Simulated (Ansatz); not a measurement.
```xyz
17

C     0.0570   -1.8193   -1.7493
Si    0.9833   -1.2075   -0.2247
Si   -0.0955    0.7124    0.5849
N     0.9048    1.4093    1.8037
N    -0.3542    1.9950   -0.5356
N    -1.7000    0.1705    0.9380
H     0.0677   -1.0503   -2.5275
H     0.4956   -2.7310   -2.1630
H    -0.9878   -2.0186   -1.4946
H     2.4025   -0.9308   -0.5789
H     1.0068   -2.2898    0.8023
H     1.4531    0.8346    2.4210
H     0.6505    2.2799    2.2425
H    -1.0402    1.9046   -1.2651
H     0.4064    2.5942   -0.8064
H    -2.4195    0.8402    1.1619
H    -1.8495   -0.6939    1.4311
```

Method: RKS BHLYP-D4/def2-SVP (Ansatz 0.2.0).

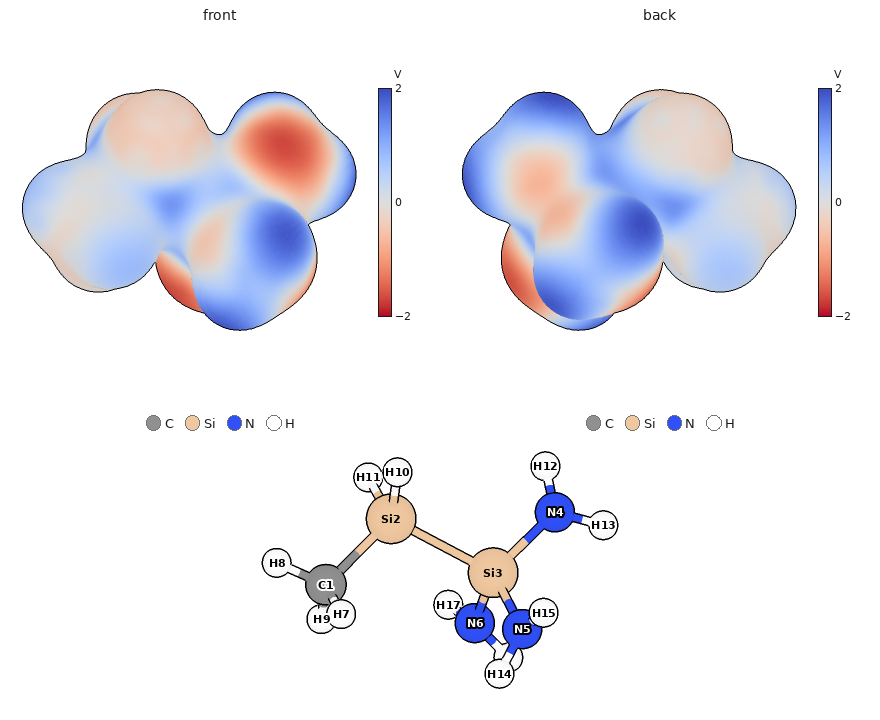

CH11N3Si2 (SMILES C[SiH2][Si](N)(N)N). The molecular electrostatic potential painted on the density surface at 0.004 e/bohr³, seen from the front and from behind; the colour scale runs from red (negative) to blue (positive). The bare structure is drawn below in the same view.

Question: Where is the surface potential most negative and most positive?

Answer: The most negative region (about −1.6 V) lies over N4 and N6, the most positive (about +1.9 V) over the H atoms.
